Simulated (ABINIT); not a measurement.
## Beyond one shot: BP (F-43m)

How far does self-consistency move the gap of BP (F-43m)?

Main program and level: ABINIT 10.8.3; PBE and many-body steps on it, plane waves.

**1. The starting structure**

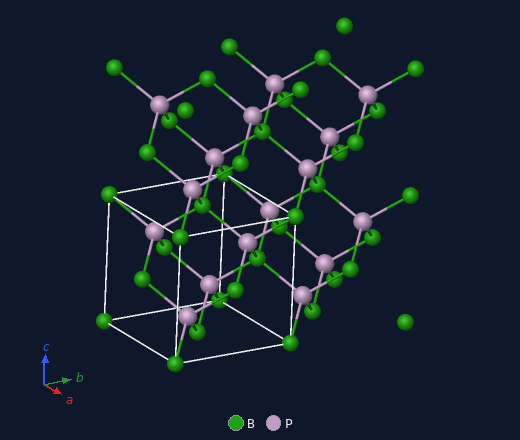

Start, viewed slightly off an axis; boron green, phosphorus pink. 1×2×2 cells are drawn. This picture shows the conventional cell, with its axes. Bonds to atoms that aren't drawn are left out. Some periodic images of atoms are drawn too.

The cell and positions come from the Crystallography Open Database and are kept as given unless a step says otherwise.

**2. Empty states on the mesh, 6×6×6 mesh, 185 bands**

This step: ABINIT 10.8.3; DFT, PBE, plane waves, norm-conserving pseudopotentials.

The sums over transitions need many empty states on a uniform mesh; this step solves for them.

The input, run.abi:

```
acell 3*1.0 Angstrom
rprim 
  0.000000000000 2.269000000000 2.269000000000
  2.269000000000 0.000000000000 2.269000000000
  2.269000000000 2.269000000000 0.000000000000
ntypat 2
znucl 5 15
natom 2
typat 1 2
xred 
  0.000000000000 0.000000000000 0.000000000000
  0.250000000000 0.250000000000 0.250000000000
pp_dirpath "pseudos"
pseudos "B.upf, P.upf"
ecut 34
ngkpt 6 6 6
nshiftk 1
shiftk 0 0 0
kptopt 1
chksymbreak 0
irdden 1
istwfk *1
nband 185
prtvol 0
optdriver 6
gwr_task "HDIAGO"
paral_kgb 0
occopt 1
indata_prefix "in"
outdata_prefix "out"
tmpdata_prefix "tmp"
```

Command:

```bash
$ OMP_NUM_THREADS=1 mpirun -n 4 abinit run.abi > log
```

The program printed:

```text
.Version 10.8.3 of ABINIT. v10.8.2 released Aug 2026.

 Symmetries : space group F-4 3 m (#216); Bravais cF (face-center cubic)
[... echo of the input left out ...]
== DATASET  1 ==================================================================
-   mpi_nproc: 4, omp_nthreads: 1 (-1 if OMP is not activated)

--- !DatasetInfo
iteration_state: {dtset: 1, }
dimensions: {natom: 2, nkpt: 16, mband: 185, nsppol: 1, nspinor: 1, nspden: 1, mpw: 1524, }
cutoff_energies: {ecut:  34.0, pawecutdg:  -1.0, }
[...]
Indirect band gap semiconductor
 Fundamental gap:     1.347 (eV)
   VBM:     7.266 (eV) at k: [ 0.0000E+00,  0.0000E+00,  0.0000E+00]
   CBM:     8.613 (eV) at k: [ 5.0000E-01,  5.0000E-01,  0.0000E+00]
 Direct gap:         3.407 (eV) at k: [ 0.0000E+00,  0.0000E+00,  0.0000E+00]

== END DATASET(S) ==============================================================
================================================================================

 -outvars: echo values of variables after computation  --------
           etotal      0.0000000000E+00
            nband         185
             nkpt          16
          spgroup         216
 [... the other variables as echoed above ...]

 Calculation completed.
```

Run time: 7.7 s. Hardware: 4 MPI ranks of Intel Xeon 6975P-C (Granite Rapids), shared host; peak memory 0.6 GiB; 30 s of CPU time.

This step gave:

```
gap                                                           : 1.347 eV
k of the valence top                                          : 0, 0, 0
k of the conduction bottom                                    : 0.5, 0.5, 0
least direct gap                                              : 3.407 eV
k points computed                                             : 16
lowest point of the top converged band, above the valence top : 199.9429 eV
```

On this mesh the gap is 1.347 eV.

The density comes from a self-consistent run that is not shown.

**3. Screening, 6×6×6 mesh, 177 bands, screening to 261.2 eV**

The RPA dielectric matrix is built and inverted for each q.

This step: RPA screening on PBE, plane waves, norm-conserving pseudopotentials.

Edit run.abi of step 2 so:

```diff
@@ -20,10 +20,11 @@
 chksymbreak 0
-irdden 1
 istwfk *1
-nband 185
-prtvol 0
-optdriver 6
-gwr_task "HDIAGO"
-paral_kgb 0
 occopt 1
+irdwfk 1
+optdriver 3
+nband 177
+ecuteps 9.6
+inclvkb 2
+awtr 1
+symchi 1
 indata_prefix "in"
```

The program printed:

```text
.Version 10.8.3 of ABINIT. v10.8.2 released Aug 2026.

 Symmetries : space group F-4 3 m (#216); Bravais cF (face-center cubic)
[... echo of the input left out ...]
== DATASET  1 ==================================================================
-   mpi_nproc: 4, omp_nthreads: 1 (-1 if OMP is not activated)

--- !DatasetInfo
iteration_state: {dtset: 1, }
dimensions: {natom: 2, nkpt: 16, mband: 177, nsppol: 1, nspinor: 1, nspden: 1, mpw: 1524, }
cutoff_energies: {ecut:  34.0, pawecutdg:  -1.0, }
electrons: {nelect:   8.00000000E+00, charge:   0.00000000E+00, occopt:   1.00000000E+00, tsmear:   1.00000000E-02, }

 SCREENING: Calculation of the susceptibility and dielectric matrices

 Based on a program developped by R.W. Godby, V. Olevano, G. Onida, and L. Reining.
 Incorporated in ABINIT by V. Olevano, G.-M. Rignanese, and M. Torrent.
.Using double precision arithmetic ; gwpc =  8

[... cell and pseudopotentials left out ...]
--------------------------------------------------------------------------------

 ==== K-mesh for the wavefunctions ====
 Number of points in the irreducible wedge :    16
[... list of points left out ...]
 Together with 24 symmetry operations and time-reversal symmetry
 yields   216 points in the full Brillouin Zone.

 ==== Q-mesh for the screening function ====
 Number of points in the irreducible wedge :    16
[... list of points left out ...]
 Together with 24 symmetry operations and time-reversal symmetry
 yields   216 points in the full Brillouin Zone.

 setmesh: FFT mesh size selected  =    25x   25x   25
          total number of points  =        15625

 vcoul_init : cutoff-mode = AUXILIARY_FUNCTION
 q-points for optical limit:   1
     1)      0.000010    0.000020    0.000030

- screening: taking advantage of time-reversal symmetry
- Maximum band index for partially occupied states nbvw = 4
- Remaining bands to be divided among processors   nbcw = 173
- Number of bands treated by each node ~43

 Number of electrons calculated from density =    8.0000; Expected =    8.0000
 average of density, n =  0.050741
 r_s =    1.6757
 omega_plasma =   21.7288 [eV]

 calculating chi0 at frequencies [eV] :
  1    0.000000E+00    0.000000E+00
  2    0.000000E+00    2.172879E+01

--------------------------------------------------------------------------------
  q-point number  1        q = ( 0.000000, 0.000000, 0.000000) [r.l.u.]
--------------------------------------------------------------------------------
[... chi0 elements left out ...]
 For q-point:  0.000010 0.000020 0.000030
  dielectric constant =   9.7375
  dielectric constant without local fields =  10.6503

  Average fulfillment of the sum rule on Im[epsilon] for q-point    1 :     94.85  [%]
[... wings left out ...]
  q-point number  2        q = ( 0.166667, 0.000000, 0.000000) [r.l.u.]
--------------------------------------------------------------------------------
[... chi0 elements left out ...]
  Average fulfillment of the sum rule on Im[epsilon] for q-point    2 :     95.93  [%]

 [... 14 further q-points ...]
```

The job ended after 59 s (4 MPI ranks; peak memory 1.2 GiB; 3.9 min of CPU time).

This step gave:

| Quantity | Value |
| --- | --- |
| ε∞ with local fields, on this mesh, along the program's q direction | 9.738 |
| the same without local fields | 10.65 |
| plasma frequency | 21.73 eV |
| plane waves in the screening matrix | 229 |

Local fields lower ε∞ by 9 %.

**4. G0W0**

The self-energy is evaluated for the states that the input lists, and the levels follow from it, in one-shot runs by the linearised quasiparticle equation.

This step: G0W0 on PBE, plane waves, norm-conserving pseudopotentials.

Edit run.abi of step 3 so:

```diff
@@ -23,8 +23,17 @@
 irdwfk 1
-optdriver 3
+optdriver 4
 nband 177
+gwcalctyp 0
+ecutsigx 34
+symsigma 1
+nkptgw 2
+kptgw 
+  0.0000000000 0.0000000000 0.0000000000
+  0.5000000000 0.5000000000 0.0000000000
+bdgw 
+  2 7
+  3 6
 ecuteps 9.6
-inclvkb 2
-awtr 1
-symchi 1
+irdscr 1
+ppmodel 1
 indata_prefix "in"
```

The program printed:

```text
.Version 10.8.3 of ABINIT. v10.8.2 released Aug 2026.

 Symmetries : space group F-4 3 m (#216); Bravais cF (face-center cubic)
[... echo of the input left out ...]
== DATASET  1 ==================================================================
-   mpi_nproc: 4, omp_nthreads: 1 (-1 if OMP is not activated)

--- !DatasetInfo
iteration_state: {dtset: 1, }
dimensions: {natom: 2, nkpt: 16, mband: 177, nsppol: 1, nspinor: 1, nspden: 1, mpw: 1524, }
cutoff_energies: {ecut:  34.0, pawecutdg:  -1.0, }
electrons: {nelect:   8.00000000E+00, charge:   0.00000000E+00, occopt:   1.00000000E+00, tsmear:   1.00000000E-02, }

 SIGMA: Calculation of the GW corrections

 Based on a program developped by R.W. Godby, V. Olevano, G. Onida, and L. Reining.
 Incorporated in ABINIT by V. Olevano, G.-M. Rignanese, and M. Torrent.
.Using double precision arithmetic ; gwpc =  8

[... cell and pseudopotentials left out ...]
--------------------------------------------------------------------------------

 ==== K-mesh for the wavefunctions ====
 Number of points in the irreducible wedge :    16
[... list of points left out ...]
 Together with 24 symmetry operations and time-reversal symmetry
 yields   216 points in the full Brillouin Zone.

 ==== Q-mesh for screening function ====
 Number of points in the irreducible wedge :    16
[... list of points left out ...]
 Together with 24 symmetry operations and time-reversal symmetry
 yields   216 points in the full Brillouin Zone.

 vcoul_init : cutoff-mode = AUXILIARY_FUNCTION
 q-points for optical limit:   1
     1)      0.000010    0.000020    0.000030
 setmesh: FFT mesh size selected  =    32x   32x   32
          total number of points  =        32768

 Number of electrons calculated from density =    8.0000; Expected =    8.0000
 average of density, n =  0.050741
 r_s =    1.6757
 omega_plasma =   21.7288 [eV]

 === KS Band Gaps ===
  >>>> For spin  1
   Minimum direct gap =   3.4068 [eV], located at k-point      :   0.0000  0.0000  0.0000
   Fundamental gap    =   1.3473 [eV], Top of valence bands at :   0.0000  0.0000  0.0000
                                       Bottom of conduction at :   0.5000  0.5000  0.0000
 SIGMA fundamental parameters:
 PLASMON POLE MODEL  1
 number of plane-waves for SigmaX                 1459
 number of plane-waves for SigmaC and W            229
 number of plane-waves for wavefunctions          1459
 number of bands                                   177
 number of independent spin polarizations            1
 number of spinorial components                      1
 number of k-points in IBZ                          16
 number of q-points in IBZ                          16
 number of symmetry operations                      24
 number of k-points in BZ                          216
 number of q-points in BZ                          216
 number of frequencies for dSigma/dE                 9
 frequency step for dSigma/dE [eV]                0.25
 number of omega for Sigma on real axis              0
 max omega for Sigma on real axis  [eV]           0.00
 zcut for avoiding poles [eV]                     0.10

 EPSILON^-1 parameters (SCR file):
 dimension of the eps^-1 matrix on file            229
 dimension of the eps^-1 matrix used               229
 number of plane-waves for wavefunctions          1459
 number of bands                                   177
 number of q-points in IBZ                          16
 number of frequencies                               2
 number of real frequencies                          1
 number of imag frequencies                          1

 matrix elements of self-energy operator (all in [eV])

 Perturbative Calculation

--- !SelfEnergy_ee
iteration_state: {dtset: 1, }
kpoint     : [   0.000,    0.000,    0.000, ]
spin       : 1
KS_gap     :    3.407
QP_gap     :    4.285
Delta_QP_KS:    0.878
data: !SigmaeeData |
     Band     E0 <VxcDFT>   SigX SigC(E0)      Z dSigC/dE  Sig(E)    E-E0       E
        2   7.266 -13.300 -15.048   0.889   0.791  -0.264 -13.980  -0.680   6.586
        3   7.266 -13.300 -15.048   0.889   0.791  -0.264 -13.980  -0.680   6.586
        4   7.266 -13.300 -15.048   0.889   0.791  -0.264 -13.980  -0.680   6.586
        5  10.672 -12.025  -7.238  -4.538   0.793  -0.261 -11.827   0.198  10.870
        6  10.672 -12.025  -7.238  -4.538   0.793  -0.261 -11.827   0.198  10.870
        7  10.672 -12.025  -7.238  -4.538   0.793  -0.261 -11.827   0.198  10.870

--- !SelfEnergy_ee
iteration_state: {dtset: 1, }
kpoint     : [   0.500,    0.500,    0.000, ]
spin       : 1
KS_gap     :    5.461
QP_gap     :    6.359
Delta_QP_KS:    0.898
data: !SigmaeeData |
     Band     E0 <VxcDFT>   SigX SigC(E0)      Z dSigC/dE  Sig(E)    E-E0       E
        3   3.152 -12.497 -15.992   2.393   0.773  -0.294 -13.348  -0.851   2.301
        4   3.152 -12.497 -15.992   2.393   0.773  -0.294 -13.348  -0.851   2.301
        5   8.613 -10.826  -6.523  -4.245   0.804  -0.243 -10.779   0.047   8.660
        6   8.933 -10.680  -6.271  -4.285   0.809  -0.236 -10.580   0.100   9.033

== END DATASET(S) ==============================================================
================================================================================

 -outvars: echo values of variables after computation  --------
           etotal      0.0000000000E+00
            nband         177
             nkpt          16
          spgroup         216
 [... the other variables as echoed above ...]

 Calculation completed.
```

Wall time 27 s (4 MPI ranks); peak memory 1.3 GiB.

Numbers from this step:

```
G0W0 gap on the points computed              : 2.074 eV
starting gap on the mesh                     : 1.347 eV
k of the valence top                         : 0, 0, 0
k of the conduction bottom                   : 0.5, 0.5, 0
Z at the valence top                         : 0.791
Z at the conduction bottom                   : 0.804
least direct G0W0 gap on the computed points : 4.284 eV
```

The gap on the mesh goes from 1.35 eV to 2.07 eV, a correction of +0.73 eV.

**5. evGW0, cycle 1**

This step: evGW0 on PBE, plane waves, norm-conserving pseudopotentials.

Edit run.abi of step 4 so:

```diff
@@ -25,12 +25,40 @@
 nband 177
-gwcalctyp 0
+gwcalctyp 10
 ecutsigx 34
 symsigma 1
-nkptgw 2
+nkptgw 16
 kptgw 
   0.0000000000 0.0000000000 0.0000000000
+  0.1666666667 0.0000000000 0.0000000000
+  0.3333333333 0.0000000000 0.0000000000
+  0.5000000000 0.0000000000 0.0000000000
+  0.1666666667 0.1666666667 0.0000000000
+  0.3333333333 0.1666666667 0.0000000000
+  0.5000000000 0.1666666667 0.0000000000
+  -0.3333333333 0.1666666667 0.0000000000
+  -0.1666666667 0.1666666667 0.0000000000
+  0.3333333333 0.3333333333 0.0000000000
+  0.5000000000 0.3333333333 0.0000000000
+  -0.3333333333 0.3333333333 0.0000000000
   0.5000000000 0.5000000000 0.0000000000
+  0.5000000000 0.3333333333 0.1666666667
+  -0.3333333333 0.3333333333 0.1666666667
+  -0.3333333333 0.5000000000 0.1666666667
 bdgw 
-  2 7
-  3 6
+  1 8
+  1 8
+  1 8
+  1 8
+  1 8
+  1 8
+  1 8
+  1 8
+  1 8
+  1 8
+  1 8
+  1 8
+  1 8
+  1 8
+  1 8
+  1 8
 ecuteps 9.6
```

The program printed:

```text
.Version 10.8.3 of ABINIT. v10.8.2 released Aug 2026.

 Symmetries : space group F-4 3 m (#216); Bravais cF (face-center cubic)
[... echo of the input left out ...]
== DATASET  1 ==================================================================
-   mpi_nproc: 4, omp_nthreads: 1 (-1 if OMP is not activated)

--- !DatasetInfo
iteration_state: {dtset: 1, }
dimensions: {natom: 2, nkpt: 16, mband: 177, nsppol: 1, nspinor: 1, nspden: 1, mpw: 1524, }
cutoff_energies: {ecut:  34.0, pawecutdg:  -1.0, }
electrons: {nelect:   8.00000000E+00, charge:   0.00000000E+00, occopt:   1.00000000E+00, tsmear:   1.00000000E-02, }

 SIGMA: Calculation of the GW corrections

 Based on a program developped by R.W. Godby, V. Olevano, G. Onida, and L. Reining.
 Incorporated in ABINIT by V. Olevano, G.-M. Rignanese, and M. Torrent.
.Using double precision arithmetic ; gwpc =  8

[... cell and pseudopotentials left out ...]
--------------------------------------------------------------------------------

 ==== K-mesh for the wavefunctions ====
 Number of points in the irreducible wedge :    16
[... list of points left out ...]
 Together with 24 symmetry operations and time-reversal symmetry
 yields   216 points in the full Brillouin Zone.

 ==== Q-mesh for screening function ====
 Number of points in the irreducible wedge :    16
[... list of points left out ...]
 Together with 24 symmetry operations and time-reversal symmetry
 yields   216 points in the full Brillouin Zone.

 vcoul_init : cutoff-mode = AUXILIARY_FUNCTION
 q-points for optical limit:   1
     1)      0.000010    0.000020    0.000030
 setmesh: FFT mesh size selected  =    32x   32x   32
          total number of points  =        32768

 Number of electrons calculated from density =    8.0000; Expected =    8.0000
[...]
QP_gap     :    9.520
Delta_QP_KS:    1.036
data: !SigmaeeData |
     Band     E_DFT   <VxcDFT>   E(N-1)  <Hhartree>   SigX  SigC[E(N-1)]    Z     dSigC/dE  Sig[E(N)]  DeltaE  E(N)_pert E(N)_diago
[...]
--- !SelfEnergy_ee
iteration_state: {dtset: 1, }
kpoint     : [  -0.333,    0.500,    0.167, ]
spin       : 1
KS_gap     :    9.010
QP_gap     :   10.007
Delta_QP_KS:    0.997
data: !SigmaeeData |
     Band     E_DFT   <VxcDFT>   E(N-1)  <Hhartree>   SigX  SigC[E(N-1)]    Z     dSigC/dE  Sig[E(N)]  DeltaE  E(N)_pert E(N)_diago
[...]
7    16.368   -12.194    16.368    28.562    -5.314    -6.553     0.760    -0.316   -11.946     0.249    16.617    16.695
        8    17.030   -12.130    17.030    29.160    -5.227    -6.567     0.759    -0.317   -11.874     0.255    17.285    17.366

 New Fermi energy :        2.770460E-01 Ha ,    7.538806E+00 eV
 New Exchange energy :    -2.510399E+00 Ha ,   -6.831145E+01 eV

 === QP Band Gaps ===
  >>>> For spin  1
   Minimum direct gap =   4.5157 [eV], located at k-point      :   0.0000  0.0000  0.0000
   Fundamental gap    =   2.2647 [eV], Top of valence bands at :   0.0000  0.0000  0.0000
                                       Bottom of conduction at :   0.5000  0.5000  0.0000

 writing QP data on file : out_QPS

 Convergence of QP corrections
 >>>>> For spin  1 <<<<<
.  kptgw no:  1; Maximum DeltaE = (  -0.680  -0.000) for band index:  2
.  kptgw no:  2; Maximum DeltaE = (  -0.791   0.008) for band index:  2
.  kptgw no:  3; Maximum DeltaE = (  -0.905   0.001) for band index:  2
[...]
.  kptgw no: 15; Maximum DeltaE = (  -0.950  -0.000) for band index:  2
.  kptgw no: 16; Maximum DeltaE = (  -0.993  -0.000) for band index:  2

== END DATASET(S) ==============================================================
================================================================================

 -outvars: echo values of variables after computation  --------
           etotal      0.0000000000E+00
            nband         177
             nkpt          16
          spgroup         216
 [... the other variables as echoed above ...]

 Calculation completed.
```

The job ended after 19 min (4 MPI ranks; peak memory 1.4 GiB).

This step gave:

* quasiparticle gap on the mesh: 2.265 eV
* gap of the density functional on the mesh: 1.347 eV
* k of the valence top: 0, 0, 0
* k of the conduction bottom: 0.5, 0.5, 0
* Z at the valence top: 0.791
* Z at the conduction bottom: 0.804
* least direct quasiparticle gap on the computed points: 4.516 eV

Against G0W0 in ABINIT (6×6×6 mesh, 177 bands, screening to 261.2 eV, Godby-Needs plasmon pole), the gap moves by +0.191 eV. This first cycle still uses the starting levels; it takes the full correction, at all points of the mesh, and its linearised value is 2.074 eV.

**6. evGW0, cycle 2**

The corrected levels of the last cycle go back in.

Edit run.abi of step 5 so:

```diff
@@ -66,2 +66,3 @@
 ppmodel 1
+irdqps 1
 indata_prefix "in"
```

The program printed:

```text
.Version 10.8.3 of ABINIT. v10.8.2 released Aug 2026.

 Symmetries : space group F-4 3 m (#216); Bravais cF (face-center cubic)
[... echo of the input left out ...]
== DATASET  1 ==================================================================
-   mpi_nproc: 4, omp_nthreads: 1 (-1 if OMP is not activated)

--- !DatasetInfo
iteration_state: {dtset: 1, }
dimensions: {natom: 2, nkpt: 16, mband: 177, nsppol: 1, nspinor: 1, nspden: 1, mpw: 1524, }
cutoff_energies: {ecut:  34.0, pawecutdg:  -1.0, }
[...]
.  kptgw no:  3; Maximum DeltaE = (   0.073  -0.001) for band index:  2
[...]
.  kptgw no: 15; Maximum DeltaE = (   0.085  -0.000) for band index:  2
.  kptgw no: 16; Maximum DeltaE = (   0.095  -0.000) for band index:  2

== END DATASET(S) ==============================================================
================================================================================

 -outvars: echo values of variables after computation  --------
           etotal      0.0000000000E+00
            nband         177
             nkpt          16
          spgroup         216
 [... the other variables as echoed above ...]

 Calculation completed.
```

The job ended after 19 min (4 MPI ranks; peak memory 1.4 GiB; 76 min of CPU time).

This step gave:

- quasiparticle gap on the mesh: 2.167 eV
- gap of the density functional on the mesh: 1.347 eV
- k of the valence top: 0, 0, 0
- k of the conduction bottom: 0.5, 0.5, 0
- least direct quasiparticle gap on the computed points: 4.385 eV

Against the cycle before, the gap moves by −0.098 eV.

(Part 1 of 2 ends here.)

[Paths, hosts, dates, memory and timing lines, banners, echoed tables and standing remarks are left out of the program output.]

[Logs are printed without paths, hosts, clocks, repeated set-up lines and the standing remarks that a program may print on its own settings, such as how far it seeks lower states.]

[Runs of the session that timed out or met a known fault of the program may be left out.]

[Hosts, paths, dates, database ids (printed as entryN), source tags and the programs' standing remarks are cut or masked in the printed files.]

[G0W0 gaps are taken among the corrected bands and points alone; a level outside them can change the order at an edge.]

[Where Ansatz stands beside ABINIT at settings called matched, ABINIT's density can come from a denser mesh and the files from another edition; pairs whose starting gaps differed by over 0.03 eV were left out, so agreement reads better than it is.]
